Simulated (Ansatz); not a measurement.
The end point of a relaxation of MgO. Method: PBE (plane waves to 420 eV, PAW, scalar-relativistic; Ansatz, a first-principles code).

Fm-3m (No. 225), cF8, rock salt type; a = b = c = 4.254 Å, α = β = γ = 90.00°.

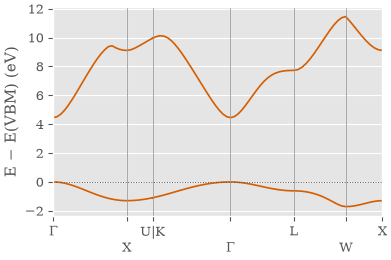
Figure. Highest filled and lowest empty band along the path of this cell's Brillouin zone

### Question
Read off the gap and say whether it is direct.

### Answer
4.46 eV, direct at Γ (no spin-orbit coupling).

### Question
How far does the top valence band disperse along this path?

### Answer
About 1.7 eV.

No spin polarisation in the result.

Measured for MgO: a 4.189 Å (static lattice; corrected from measurement; as listed in Daniel Mejia-Rodriguez, S. B. Trickey, Phys. Rev. B (2018)); gap 8.36 eV (static lattice; corrected from measurement; as listed in Wei Chen et al., Physical Review Materials (2018)). Computed minus measured — a: PBE +1.6 %; gap: PBE -3.90 eV. The computed values are for a static lattice, and a measured gap can be an optical one, lowered by exciton binding.

The run could not lose the symmetry of its start.
